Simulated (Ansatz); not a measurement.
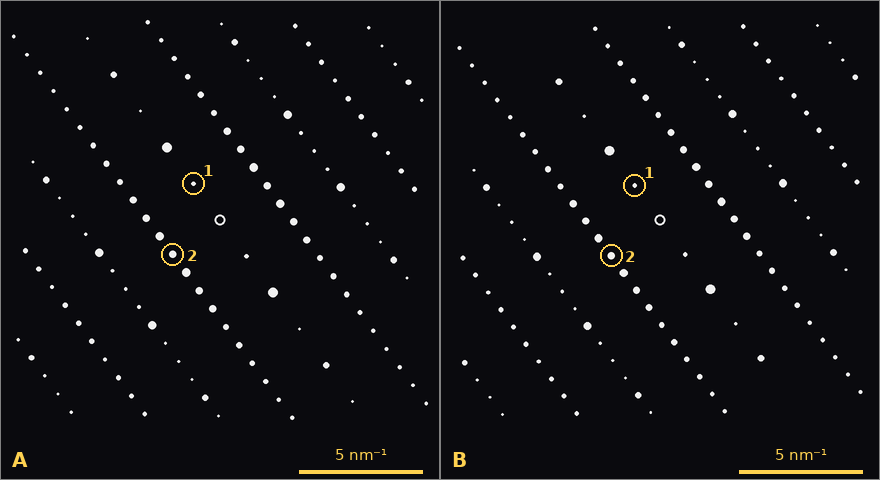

Kinematic electron diffraction patterns (120 kV, B = 0.5 Å², same scale) along [101] of the run's own cell, for the start and the end of one relaxation of K2Sr with DFT PBE, scalar-relativistic, plane waves, PAW (Ansatz). k mesh 4×4×8. The start is a generated model structure, and the relaxation ends in the nearest stationary point of its symmetry, not necessarily the ground state. Spot 1 is 0 -2 0 and spot 2 is 1 0 -1 in both.

Start structure:

```
K Sr
1.0
    10.86097    0.00000    0.00000
     0.00000   10.86097    0.00000
     0.00000    0.00000    4.53171
K Sr
4 2
Cartesian
  2.8695 2.8695 0.0000
  2.5610 8.3000 2.2659
  7.9915 7.9915 0.0000
  8.3000 2.5610 2.2659
  0.0000 0.0000 0.0000
  5.4305 5.4305 2.2659
```

> Which pattern belongs to the start structure, and which to the relaxed one?

A is the start: its cell gives d(1) = 5.430 Å, d(2) = 4.182 Å and an angle of 90.0°. B is the relaxed structure, with d(1) = 5.699 Å (+4.9 %), d(2) = 4.037 Å (-3.5 %) and 90.0°.

> Summarise the relaxation behind the change.

The volume changed by +4.9 % to 93.46 Å³ an atom; with the mean shift removed, the atoms moved by up to 0.04 Å relative to the cell (K most); the space group stayed P4_2/mnm (No. 136); the free energy fell by 14 meV an atom. Relaxed cell: a = 11.398 Å, b = 11.398 Å, c = 4.316 Å, α = 90.00°, β = 90.00°, γ = 90.00°.
